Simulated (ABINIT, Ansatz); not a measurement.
# Quasiparticle gap of SnSe2 (P-3m1) in ABINIT, part 2 of 3

Wanted: ground state, empty states, screening and self-energy for SnSe2 (P-3m1).

ABINIT 10.8.3; PBE and many-body steps on it, plane waves. Known limits of the many-body steps: not at the basis limit; no spin-orbit coupling; coarse k mesh.

So far. Step 2 (Ground state): The gap is indirect, with the least direct gap 0.28 eV higher.

## (3) Bands along the symmetry lines

Level of this step: DFT, PBE, plane waves, norm-conserving pseudopotentials (ABINIT).

Levels along a band path, at the cheap level, show where the edges lie and whether the meshes to come will hold them.

Input file run.abi:

```
acell 3*1.0 Angstrom
rprim 
  3.810999999987 0.000000000003 0.000000000000
  -1.905499999996 3.300422813810 0.000000000000
  0.000000000000 0.000000000000 6.136000000000
ntypat 2
znucl 50 34
natom 3
typat 1 2 2
xred 
  0.000000000000 0.000000000000 0.000000000000
  0.333333333333 0.666666666667 0.249000000000
  0.666666666667 0.333333333333 0.751000000000
pp_dirpath "pseudos"
pseudos "Sn.upf, Se.upf"
ecut 48
iscf -2
irdden 1
kptopt 0
nkpt 75
kpt 
  0.00000000 0.00000000 0.00000000
  0.06250000 0.00000000 0.00000000
  0.12500000 0.00000000 0.00000000
  0.18750000 0.00000000 0.00000000
  0.25000000 0.00000000 0.00000000
  0.31250000 0.00000000 0.00000000
  0.37500000 0.00000000 0.00000000
  0.43750000 0.00000000 0.00000000
  0.50000000 0.00000000 0.00000000
  0.47916667 0.04166667 0.00000000
  0.45833333 0.08333333 0.00000000
  0.43750000 0.12500000 0.00000000
  0.41666666 0.16666666 0.00000000
  0.39583333 0.20833333 0.00000000
  0.37500000 0.25000000 0.00000000
  0.35416666 0.29166666 0.00000000
  0.33333333 0.33333333 0.00000000
  0.29166666 0.29166666 0.00000000
  0.25000000 0.25000000 0.00000000
  0.20833333 0.20833333 0.00000000
  0.16666666 0.16666666 0.00000000
  0.12500000 0.12500000 0.00000000
  0.08333333 0.08333333 0.00000000
  0.04166667 0.04166667 0.00000000
  0.00000000 0.00000000 0.00000000
  0.00000000 0.00000000 0.06250000
  0.00000000 0.00000000 0.12500000
  0.00000000 0.00000000 0.18750000
  0.00000000 0.00000000 0.25000000
  0.00000000 0.00000000 0.31250000
  0.00000000 0.00000000 0.37500000
  0.00000000 0.00000000 0.43750000
  0.00000000 0.00000000 0.50000000
  0.06250000 0.00000000 0.50000000
  0.12500000 0.00000000 0.50000000
  0.18750000 0.00000000 0.50000000
  0.25000000 0.00000000 0.50000000
  0.31250000 0.00000000 0.50000000
  0.37500000 0.00000000 0.50000000
  0.43750000 0.00000000 0.50000000
  0.50000000 0.00000000 0.50000000
  0.47916667 0.04166667 0.50000000
  0.45833333 0.08333333 0.50000000
  0.43750000 0.12500000 0.50000000
  0.41666666 0.16666666 0.50000000
  0.39583333 0.20833333 0.50000000
  0.37500000 0.25000000 0.50000000
  0.35416666 0.29166666 0.50000000
  0.33333333 0.33333333 0.50000000
  0.29166666 0.29166666 0.50000000
  0.25000000 0.25000000 0.50000000
  0.20833333 0.20833333 0.50000000
  0.16666666 0.16666666 0.50000000
  0.12500000 0.12500000 0.50000000
  0.08333333 0.08333333 0.50000000
  0.04166667 0.04166667 0.50000000
  0.00000000 0.00000000 0.50000000
  0.50000000 0.00000000 0.50000000
  0.50000000 0.00000000 0.43750000
  0.50000000 0.00000000 0.37500000
  0.50000000 0.00000000 0.31250000
  0.50000000 0.00000000 0.25000000
  0.50000000 0.00000000 0.18750000
  0.50000000 0.00000000 0.12500000
  0.50000000 0.00000000 0.06250000
  0.50000000 -0.00000000 0.00000000
  0.33333333 0.33333333 0.50000000
  0.33333333 0.33333333 0.43750000
  0.33333333 0.33333333 0.37500000
  0.33333333 0.33333333 0.31250000
  0.33333333 0.33333333 0.25000000
  0.33333333 0.33333333 0.18750000
  0.33333333 0.33333333 0.12500000
  0.33333333 0.33333333 0.06250000
  0.33333333 0.33333333 0.00000000
istwfk *1
nband 42
nbdbuf 2
tolwfr 1e-08
nstep 40
prtwf 0
prtvol 0
indata_prefix "in"
outdata_prefix "out"
tmpdata_prefix "tmp"
```

Launch:

```sh
$ OMP_NUM_THREADS=1 mpirun -n 8 abinit run.abi > log
```

Numbers of over 12 decimals in the logs are rounded to 6 here.

What it wrote:

```text
.Version 10.8.3 of ABINIT. v10.8.2 released Aug 2026.

 Symmetries : space group P-3 m 1 (#164); Bravais hP (primitive hexag.)
[... echo of the input left out ...]
== DATASET  1 ==================================================================
-   mpi_nproc: 8, omp_nthreads: 1 (-1 if OMP is not activated)

--- !DatasetInfo
iteration_state: {dtset: 1, }
dimensions: {natom: 3, nkpt: 75, mband: 42, nsppol: 1, nspinor: 1, nspden: 1, mpw: 8310, }
cutoff_energies: {ecut:  48.0, pawecutdg:  -1.0, }
electrons: {nelect:   7.00000000E+01, charge:   0.00000000E+00, occopt:   1.00000000E+00, tsmear:   1.00000000E-02, }

 Real(R)+Recip(G) space primitive vectors, cartesian coordinates (Bohr,Bohr^-1):
 R(1)=  7.2017463  0.0000000  0.0000000  G(1)=  0.1388552  0.0801681  0.0000000
 R(2)= -3.6008731  6.2368952  0.0000000  G(2)=  0.0000000  0.1603362  0.0000000
 R(3)=  0.0000000  0.0000000 11.5953595  G(3)=  0.0000000  0.0000000  0.0862414
 Unit cell volume ucvol=  5.2082339E+02 bohr^3
 Angles (23,13,12)=  9.00000000E+01  9.00000000E+01  1.20000000E+02 degrees

 getcut: wavevector=  0.0000  0.0000  0.0000  ngfft=  48  48  75
         ecut(hartree)=     48.000   => boxcut(ratio)=   2.04626

--- Pseudopotential description ------------------------------------------------
- Sn Generated using ONCVPSP code by D. R. Hamann
- 50.00000  22.00000  171031                  znucl, zion, pspdat
12 -101130 2 -1 1628                          pspcod,pspxc,lmax,lloc,mmax
     nproj     2     2     2
  pspatm : epsatm=   27.31087254
         --- l  ekb(1:nproj) -->
             0    9.701792   -0.671203
             1    4.046855   -0.266328
             2   -2.346641   -0.600143
 pspatm: atomic psp has been read  and splines computed

- Se Generated using ONCVPSP code by D. R. Hamann
- 34.00000  24.00000  171031                  znucl, zion, pspdat
12 -101130 2 -1 1214                          pspcod,pspxc,lmax,lloc,mmax
     nproj     2     2     2
  pspatm : epsatm=   25.39064422
         --- l  ekb(1:nproj) -->
[...]
pspatm: atomic psp has been read  and splines computed

--------------------------------------------------------------------------------

================================================================================
 prteigrs : about to open file out_EIG
 Non-SCF case, kpt    1 (  0.00000  0.00000  0.00000), residuals and eigenvalues=
  8.42E-09  7.52E-09  4.48E-09  4.46E-09  7.81E-09  7.15E-09  1.95E-09  1.25E-09
  8.45E-09  1.50E-09  5.36E-09  1.55E-09  4.79E-09  3.70E-09  2.81E-09  4.57E-09
  1.19E-09  2.05E-09  8.40E-09  1.96E-09  2.15E-09  3.70E-09  1.58E-09  3.04E-09
[...]
6.59E-09  4.23E-06
 -7.4056E+00 -7.4056E+00 -5.1819E+00 -5.1819E+00 -5.1819E+00 -5.1819E+00
 -5.1802E+00 -5.1802E+00 -4.5436E+00 -2.9186E+00 -2.9186E+00 -2.9185E+00
 -1.5138E+00 -1.5138E+00 -1.5138E+00 -1.5138E+00 -1.5122E+00 -1.5122E+00
[...]
Non-SCF case, kpt    3 (  0.12500  0.00000  0.00000), residuals and eigenvalues=
[...]
2.28E-06  1.06E-04
[...]
Non-SCF case, kpt   74 (  0.33333  0.33333  0.06250), residuals and eigenvalues=
[...]
Non-SCF case, kpt   75 (  0.33333  0.33333  0.00000), residuals and eigenvalues=
[...]
7.1113E-02  7.1113E-02  8.4342E-02  1.5133E-01  1.5133E-01  2.5982E-01
  4.5238E-01  4.5238E-01  4.7301E-01  4.8056E-01  5.1716E-01  5.1716E-01

--- !ResultsGS
iteration_state: {dtset: 1, }
comment   : Summary of ground state results
lattice_vectors:
- [  7.2017463,   0.0000000,   0.0000000, ]
- [ -3.6008731,   6.2368952,   0.0000000, ]
- [  0.0000000,   0.0000000,  11.5953595, ]
lattice_lengths: [   7.20175,    7.20175,   11.59536, ]
lattice_angles: [ 90.000,  90.000, 120.000, ] # degrees, (23, 13, 12)
lattice_volume:   5.2082339E+02
convergence: {deltae:  0.000E+00, res2:  0.000E+00, residm:  9.986E-09, diffor:  0.000E+00, }
etotal    :  -8.98128066E+02
entropy   :   0.00000000E+00
fermie    :   2.07145501E-01
cartesian_stress_tensor: null
pressure_GPa: null
xred      :
- [  0.0000E+00,   0.0000E+00,   0.0000E+00, Sn]
- [  3.3333E-01,   6.6667E-01,   2.4900E-01, Se]
- [  6.6667E-01,   3.3333E-01,   7.5100E-01, Se]
cartesian_forces: null
force_length_stats: {min: null, max: null, mean: null, }

 Integrated electronic density in atomic spheres:
 ------------------------------------------------
 Atom  Sphere_radius  Integrated_density
[...]
================================================================================

 ----iterations are completed or convergence reached----

 Mean square residual over all n,k,spin=   45.089E-10; max=  99.857E-10
 reduced coordinates (array xred) for    3 atoms
[...]
0.333333333333      0.666666666667      0.249000000000
       0.666666666667      0.333333333333      0.751000000000

 cartesian coordinates (angstrom) at end:
    1      0.000000     0.000000     0.000000
    2     -1.67e-12     2.200282     1.527864
    3      1.905500     1.100141     4.608136
 length scales=  1.889726125908  1.889726125908  1.889726125908 bohr
              =  1.000000000000  1.000000000000  1.000000000000 angstroms
 prteigrs : about to open file out_EIG
 Eigenvalues (hartree) for nkpt=  75  k points:
 kpt#   1, nband= 42, wtk=  1.00000, kpt=  0.0000  0.0000  0.0000 (reduced coord)
[...]
kpt#   2, nband= 42, wtk=  1.00000, kpt=  0.0625  0.0000  0.0000 (reduced coord)
[...]
kpt#   3, nband= 42, wtk=  1.00000, kpt=  0.1250  0.0000  0.0000 (reduced coord)
[...]
kpt#  74, nband= 42, wtk=  1.00000, kpt=  0.3333  0.3333  0.0625 (reduced coord)
[...]
0.51886    0.51886
 kpt#  75, nband= 42, wtk=  1.00000, kpt=  0.3333  0.3333  0.0000 (reduced coord)
[...]
-0.57313   -0.57313   -0.57257   -0.22895   -0.22895   -0.06791    0.07111    0.07111
   0.08434    0.15133    0.15133    0.25982    0.45238    0.45238    0.47301    0.48056
   0.51716    0.51716

== END DATASET(S) ==============================================================
================================================================================

 -outvars: echo values of variables after computation  --------
            nband          42
             nkpt          75
          spgroup         164
 [... the other variables as echoed above ...]

 Calculation completed.
```

Elapsed: 2.2 min, on 8 MPI ranks of Intel Xeon Platinum 8259CL at 2.50GHz (Skylake/Cascade Lake), shared host; peak memory 1.1 GiB.

This step gave:

```yaml
gap: 0.7238 eV
k_of_the_valence_top: 0.0833, 0.0833, 0
k_of_the_conduction_bottom: 0.5, 0, 0.3125
least_direct_gap: 1.100 eV
```

The gap is 0.724 eV, −0.095 eV from the run before at this level.

The electronic bands at the labelled points (eV, zero at the top of the highest filled band):

| point | band 32 | band 33 | band 34 | band 35 | band 36 | band 37 | band 38 | band 39 |
| --- | --- | --- | --- | --- | --- | --- | --- | --- |
| Γ | -0.73 | -0.43 | -0.43 | -0.05 | 1.05 | 2.92 | 4.61 | 4.61 |
| M | -2.95 | -2.72 | -1.24 | -0.35 | 1.12 | 3.77 | 5.41 | 5.45 |
| K | -3.75 | -3.39 | -1.56 | -1.56 | 1.39 | 6.63 | 6.63 | 7.19 |
| Γ | -0.73 | -0.43 | -0.43 | -0.05 | 1.05 | 2.92 | 4.61 | 4.61 |
| A | -0.82 | -0.82 | -0.28 | -0.28 | 2.41 | 2.89 | 4.34 | 4.34 |
| L | -2.55 | -2.03 | -0.88 | -0.74 | 0.83 | 4.24 | 4.82 | 5.80 |
| H | -4.25 | -3.76 | -0.41 | -0.41 | 2.51 | 4.71 | 4.71 | 6.21 |
| A | -0.82 | -0.82 | -0.28 | -0.28 | 2.41 | 2.89 | 4.34 | 4.34 |
| jump to L | -2.55 | -2.03 | -0.88 | -0.74 | 0.83 | 4.24 | 4.82 | 5.80 |
| M | -2.95 | -2.72 | -1.24 | -0.35 | 1.12 | 3.77 | 5.41 | 5.45 |
| jump to H | -4.25 | -3.76 | -0.41 | -0.41 | 2.51 | 4.71 | 4.71 | 6.21 |
| K | -3.75 | -3.39 | -1.56 | -1.56 | 1.39 | 6.63 | 6.63 | 7.19 |

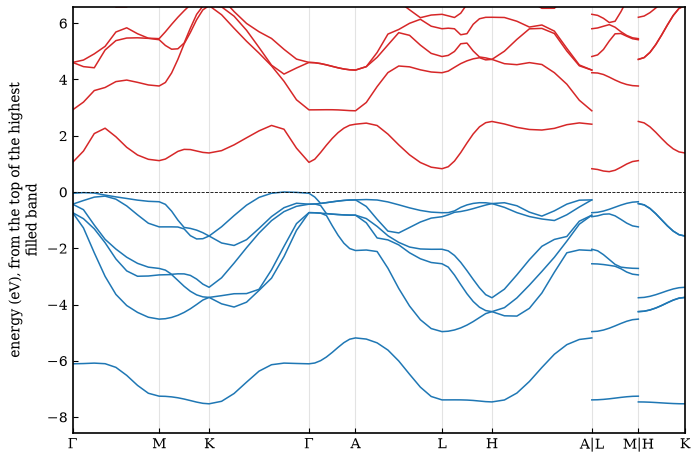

Electronic bands along the path; lines of filled and empty bands in two colours.

## (4) Empty states on the mesh, 3×3×2 mesh, 202 bands

The sums over transitions need many empty states on a uniform mesh; this step solves for them.

Input file run.abi:

```
acell 3*1.0 Angstrom
rprim 
  3.810999999987 0.000000000003 0.000000000000
  -1.905499999996 3.300422813810 0.000000000000
  0.000000000000 0.000000000000 6.136000000000
ntypat 2
znucl 50 34
natom 3
typat 1 2 2
xred 
  0.000000000000 0.000000000000 0.000000000000
  0.333333333333 0.666666666667 0.249000000000
  0.666666666667 0.333333333333 0.751000000000
pp_dirpath "pseudos"
pseudos "Sn.upf, Se.upf"
ecut 48
ngkpt 3 3 2
nshiftk 1
shiftk 0 0 0
kptopt 1
chksymbreak 0
iscf -2
irdden 1
istwfk *1
nband 202
nbdbuf 18
tolwfr 1e-09
nstep 60
prtvol 0
indata_prefix "in"
outdata_prefix "out"
tmpdata_prefix "tmp"
```

What it wrote:

```text
.Version 10.8.3 of ABINIT. v10.8.2 released Aug 2026.

 Symmetries : space group P-3 m 1 (#164); Bravais hP (primitive hexag.)
[... echo of the input left out ...]
== DATASET  1 ==================================================================
-   mpi_nproc: 8, omp_nthreads: 1 (-1 if OMP is not activated)
-    --> not optimal distribution: autoparal keyword recommended in input file <--

--- !DatasetInfo
iteration_state: {dtset: 1, }
dimensions: {natom: 3, nkpt: 6, mband: 202, nsppol: 1, nspinor: 1, nspden: 1, mpw: 8305, }
cutoff_energies: {ecut:  48.0, pawecutdg:  -1.0, }
electrons: {nelect:   7.00000000E+01, charge:   0.00000000E+00, occopt:   1.00000000E+00, tsmear:   1.00000000E-02, }

 Real(R)+Recip(G) space primitive vectors, cartesian coordinates (Bohr,Bohr^-1):
 R(1)=  7.2017463  0.0000000  0.0000000  G(1)=  0.1388552  0.0801681  0.0000000
 R(2)= -3.6008731  6.2368952  0.0000000  G(2)=  0.0000000  0.1603362  0.0000000
 R(3)=  0.0000000  0.0000000 11.5953595  G(3)=  0.0000000  0.0000000  0.0862414
 Unit cell volume ucvol=  5.2082339E+02 bohr^3
 Angles (23,13,12)=  9.00000000E+01  9.00000000E+01  1.20000000E+02 degrees

 getcut: wavevector=  0.0000  0.0000  0.0000  ngfft=  48  48  75
         ecut(hartree)=     48.000   => boxcut(ratio)=   2.04626

--- Pseudopotential description ------------------------------------------------
- Sn Generated using ONCVPSP code by D. R. Hamann
- 50.00000  22.00000  171031                  znucl, zion, pspdat
12 -101130 2 -1 1628                          pspcod,pspxc,lmax,lloc,mmax
     nproj     2     2     2
  pspatm : epsatm=   27.31087254
         --- l  ekb(1:nproj) -->
             0    9.701792   -0.671203
             1    4.046855   -0.266328
             2   -2.346641   -0.600143
 pspatm: atomic psp has been read  and splines computed

- Se Generated using ONCVPSP code by D. R. Hamann
- 34.00000  24.00000  171031                  znucl, zion, pspdat
12 -101130 2 -1 1214                          pspcod,pspxc,lmax,lloc,mmax
     nproj     2     2     2
  pspatm : epsatm=   25.39064422
         --- l  ekb(1:nproj) -->
[...]
pspatm: atomic psp has been read  and splines computed

--------------------------------------------------------------------------------

================================================================================
 prteigrs : about to open file out_EIG
 Non-SCF case, kpt    1 (  0.00000  0.00000  0.00000), residuals and eigenvalues=
  8.35E-10  7.37E-10  7.44E-11  1.18E-10  8.55E-11  8.60E-11  8.24E-11  1.01E-10
  2.47E-10  2.53E-10  8.69E-10  1.36E-10  3.99E-10  3.75E-10  4.63E-10  4.83E-10
  5.66E-10  4.40E-10  3.75E-10  4.47E-10  3.70E-10  5.01E-10  6.55E-10  1.34E-10
[...]
1.29E-03  1.39E-03
 -7.4056E+00 -7.4056E+00 -5.1819E+00 -5.1819E+00 -5.1819E+00 -5.1819E+00
 -5.1802E+00 -5.1802E+00 -4.5436E+00 -2.9186E+00 -2.9186E+00 -2.9185E+00
 -1.5138E+00 -1.5138E+00 -1.5138E+00 -1.5138E+00 -1.5122E+00 -1.5122E+00
[...]
3.3206E+00  3.3206E+00  3.4023E+00  3.4391E+00  3.4391E+00  3.4455E+00
  3.4743E+00  3.4781E+00  3.4782E+00  3.4830E+00  3.4913E+00  3.4915E+00
  3.5054E+00  3.5393E+00  3.5477E+00  3.5589E+00
 prteigrs : prtvol=0 or 1, do not print more k-points.

--- !ResultsGS
iteration_state: {dtset: 1, }
comment   : Summary of ground state results
lattice_vectors:
- [  7.2017463,   0.0000000,   0.0000000, ]
- [ -3.6008731,   6.2368952,   0.0000000, ]
- [  0.0000000,   0.0000000,  11.5953595, ]
lattice_lengths: [   7.20175,    7.20175,   11.59536, ]
lattice_angles: [ 90.000,  90.000, 120.000, ] # degrees, (23, 13, 12)
lattice_volume:   5.2082339E+02
convergence: {deltae:  0.000E+00, res2:  0.000E+00, residm:  9.934E-10, diffor:  0.000E+00, }
etotal    :  -8.98128066E+02
entropy   :   0.00000000E+00
fermie    :   2.07145501E-01
cartesian_stress_tensor: null
pressure_GPa: null
xred      :
- [  0.0000E+00,   0.0000E+00,   0.0000E+00, Sn]
- [  3.3333E-01,   6.6667E-01,   2.4900E-01, Se]
- [  6.6667E-01,   3.3333E-01,   7.5100E-01, Se]
cartesian_forces: null
force_length_stats: {min: null, max: null, mean: null, }

 Integrated electronic density in atomic spheres:
 ------------------------------------------------
 Atom  Sphere_radius  Integrated_density
[...]
================================================================================

 ----iterations are completed or convergence reached----

 Mean square residual over all n,k,spin=   42.014E-11; max=  99.338E-11
 reduced coordinates (array xred) for    3 atoms
[...]
0.333333333333      0.666666666667      0.249000000000
       0.666666666667      0.333333333333      0.751000000000

 cartesian coordinates (angstrom) at end:
    1      0.000000     0.000000     0.000000
    2     -1.67e-12     2.200282     1.527864
    3      1.905500     1.100141     4.608136
 length scales=  1.889726125908  1.889726125908  1.889726125908 bohr
              =  1.000000000000  1.000000000000  1.000000000000 angstroms
 prteigrs : about to open file out_EIG
 Eigenvalues (hartree) for nkpt=   6  k points:
 kpt#   1, nband=202, wtk=  0.05556, kpt=  0.0000  0.0000  0.0000 (reduced coord)
[...]
3.29813    3.29813    3.32057    3.32057    3.40227    3.43908    3.43908    3.44552
   3.47433    3.47814    3.47816    3.48295    3.49134    3.49153    3.50538    3.53928
   3.54773    3.55893
 prteigrs : prtvol=0 or 1, do not print more k-points.

== END DATASET(S) ==============================================================
================================================================================

 -outvars: echo values of variables after computation  --------
            nband         202
             nkpt           6
          spgroup         164
 [... the other variables as echoed above ...]

 Calculation completed.
```

The job ended after 2 min (8 MPI ranks; peak memory 0.94 GiB; 16 min of CPU time).

This step gave:

| Item | Value |
| --- | --- |
| gap | 1.100 eV |
| k of the valence top | 0, 0, 0 |
| k of the conduction bottom | 0, 0, 0 |
| least direct gap | 1.100 eV |
| k points computed | 6 |
| lowest point of the top converged band, above the valence top | 80.1435 eV |

On this mesh the gap is 1.100 eV. The earlier step found 0.819 eV, so this mesh misses an edge.

(Continued in part 3 of 3.)

[Paths, hosts, dates, memory and timing lines, banners, echoed tables and standing remarks are left out of the program output.]

[Logs are printed without paths, hosts, clocks, repeated set-up lines and the standing remarks that a program may print on its own settings, such as how far it seeks lower states.]

[Runs of the session that timed out or met a known fault of the program may be left out.]

[Hosts, paths, dates, database ids (printed as entryN), source tags and the programs' standing remarks are cut or masked in the printed files.]

[G0W0 gaps are taken among the corrected bands and points alone; a level outside them can change the order at an edge.]

[Where Ansatz stands beside ABINIT at settings called matched, ABINIT's density can come from a denser mesh and the files from another edition; pairs whose starting gaps differed by over 0.03 eV were left out, so agreement reads better than it is.]
